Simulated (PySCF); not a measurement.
# CH₁₀AsNSi₂: what the fields show

Input

```
{"job": {"kind": "uv", "xc": "CAM-B3LYP", "basis": "def2-SVPD", "nstates": 8, "ntriplets": 3}, "charge": 0, "multiplicity": 1}
C     -2.512049    -0.475547    -0.111659
N     -1.692688     0.708983    -0.048053
Si    -0.123382     0.769470    -0.760356
Si     1.423473    -0.798643     0.005922
As     3.666190    -0.148386    -0.068130
H     -2.217485    -1.237101     0.620950
H     -3.558780    -0.218218     0.060315
H     -2.421390    -0.908527    -1.105745
H     -1.828641     1.201151     0.821830
H     -0.374098     0.617896    -2.202683
H      0.289034     2.151715    -0.481452
H      1.152092    -1.214958     1.401453
H      1.329028    -2.076826    -0.733271
H      3.507271     0.435653    -1.443630
H      3.357011     1.201328     0.516941
```

Command:

```sh
OMP_NUM_THREADS=1 python probes_run.py task.json out
```

Geometry: GFN2-xTB.

Theory: CAM-B3LYP/def2-SVPD, SCF density, gas phase (PySCF).

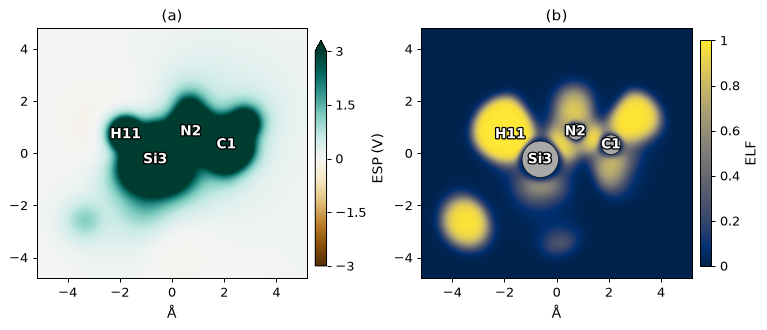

Figure 1. (a) molecular electrostatic potential; (b) electron localisation function on the plane of atoms N2, Si3 and H11. Grey discs cover the atomic cores in the ELF map.

**What do the fields say about this system?**

- The section cuts through C, N, Si and H sites.
- C–N (1.44 Å): the ELF peaks at about 0.95 between the atoms; a shared electron pair.
- Si–N (1.72 Å): the ELF peaks at about 0.95 between the atoms; a polar covalent bond.
- Si–H (1.47 Å): the ELF climbs to about 1 towards the hydrogen, as it does in any bond to H.
- The potential has no marked negative region in this plane.

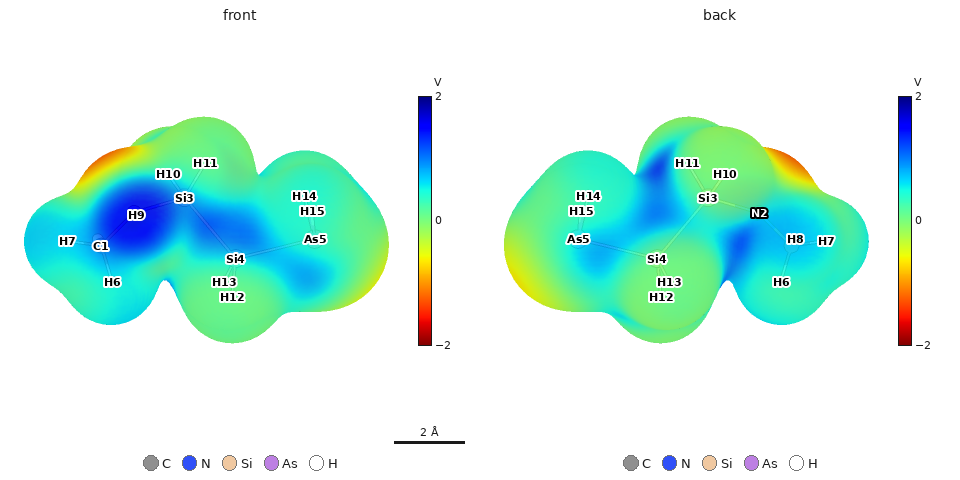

Figure 2. The electrostatic potential painted on the density surface at 0.002 e/bohr³, seen from the front and from behind; the colour scale runs from red (negative) to blue (positive).

**Describe the electrostatic potential map.**

The most negative region (about −1.1 V) lies over N2, the most positive (about +1.6 V) over H9. N2 is the likeliest acceptor of a hydrogen bond.

**How polar is the molecule by this calculation?**

Its dipole moment is 1.21 D.
